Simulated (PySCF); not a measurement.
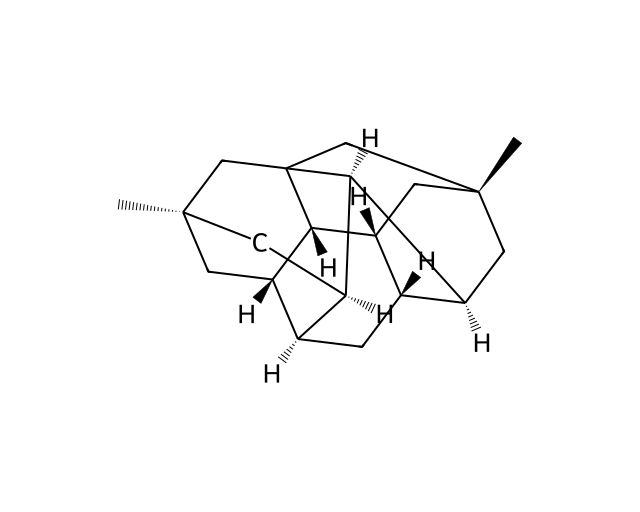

The drawing above gives the connectivity. The geometry was computed by an optimisation with GFN2-xTB. No frequency run is at hand to confirm it as a minimum.

What does the molecule look like in three dimensions?

The molecule is C₂₀H₂₈. SMILES: `C[C@@]12C[C@@H]3[C@H]4C[C@@H]5[C@H]6C[C@@]7(C)C[C@@H]5[C@@H]3C(C1)(C7)[C@H]6[C@H]4C2`. Independent rings (smallest set): 7 of 6 members. This geometry has C2v symmetry.

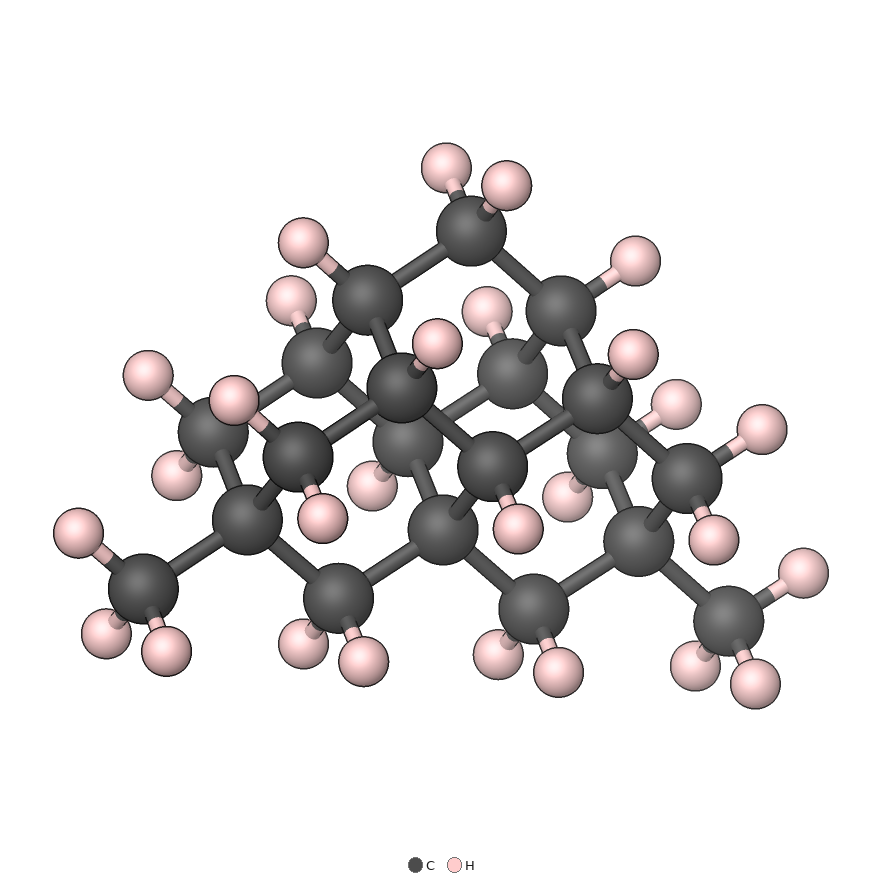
